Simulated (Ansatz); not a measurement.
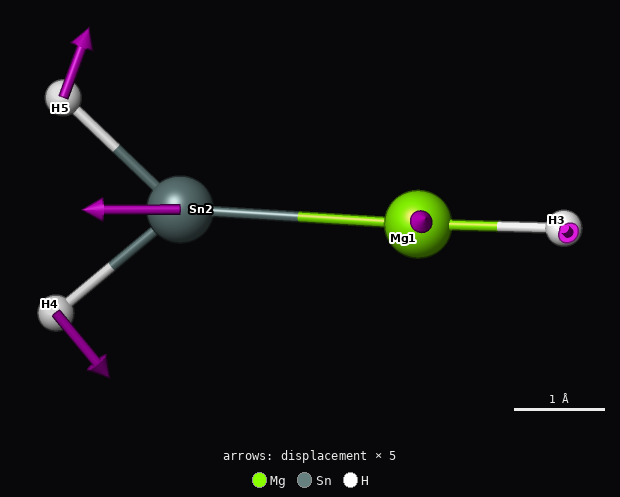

A relaxation of MgSnH₃ (charge +1). The starting structure is drawn; purple arrows show the displacements, 5 times their true length. The two geometries are superimposed by the best rigid fit.

The picture is a ball-and-stick view, seen at a tilt.

Theory: RKS revPBE-D4/def2-SVP in Ansatz.

Input file:
```yaml
crystal:
  periodic: [false, false, false]
  atoms:
    - {symbol: Mg, position_ang: [0.606318, -1.380469, 0.915744]}
    - {symbol: Sn, position_ang: [-0.306272, 0.708187, -0.598745]}
    - {symbol: H, position_ang: [1.176287, -2.603859, 1.954431]}
    - {symbol: H, position_ang: [-1.778198, 1.101033, -1.658600]}
    - {symbol: H, position_ang: [0.101963, 2.448167, -0.853296]}
basis:
  gaussian: {orbitals: def2-SVP}
total_charge: 1
hamiltonian: {xc: {name: revPBE}, dispersion: d4}
relax: {f_tol: 0.002, max_steps: 30, max_displacement: 0.2}
```

Command:
```bash
ansatz run in.yaml --threads 2 --pin off --events-out ev --progress --plain --max-ram 3481MiB
```

Question: What happened in the run?

Answer: Over 6 geometry steps the energy falls by 38.9 kJ/mol. The largest force component goes from 2.3 to 0.00055 eV/Å. Sn2 moves most after the best rigid fit: 0.22 Å. By element the largest moves are Sn 0.22 Å, H 0.19 Å, Mg 0.07 Å. Near-neighbour distances that change, for instance: Mg1–Sn2 2.737 → 2.976 Å, Sn2–H4 1.856 → 1.741 Å, Sn2–H5 1.805 → 1.741 Å, Mg1–H3 1.703 → 1.682 Å. Bond angles that change, for instance: H4–Sn2–H5 84.0° → 104.7°, Mg1–Sn2–H4 137.9° → 127.6°, Sn2–Mg1–H3 175.9° → 180.0°. The run took 6.5 s on 2 threads of Arm Neoverse V1 (shared host).
